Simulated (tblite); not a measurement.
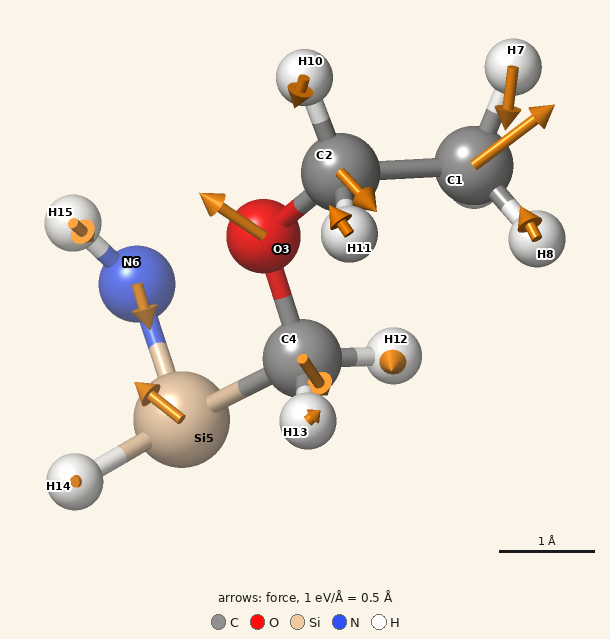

Starting geometry of C$_{3}$H$_{10}$NOSi (multiplicity 2) with the computed forces as orange arrows. Style: ball-and-stick. Shown from a free direction.

Method: tblite, GFN2-xTB geometry optimisation, gas phase. 

Is this structure relaxed? If not, where do the atoms go?

Answer. It isn't relaxed: the largest force vector, on a C atom, is 2.16 eV/Å. The final displacements have little in common with the starting forces (cosine between the two patterns 0.29). The largest move after the best rigid fit is that of an H atom, 1.15 Å. By element the largest moves are H 1.15 Å, N 0.51 Å, Si 0.32 Å, C 0.23 Å, O 0.07 Å. Some distances before and after: C–H 1.138 → 1.087 Å, C–O 1.380 → 1.420 Å, N–Si 1.759 → 1.720 Å, C–H 1.114 → 1.088 Å. Bond angles that change, for instance: O–C–H 113.3° → 104.8°, Si–C–H 104.7° → 112.8°, H–N–H 118.5° → 110.5°. Groups turn about N–Si by about 45°, C–C by about 40°, C–Si by about 25°. Over 117 geometry steps the energy falls by 60.0 kJ/mol. The run took 0.69 s on 1 thread of Arm Neoverse V1 (shared host).
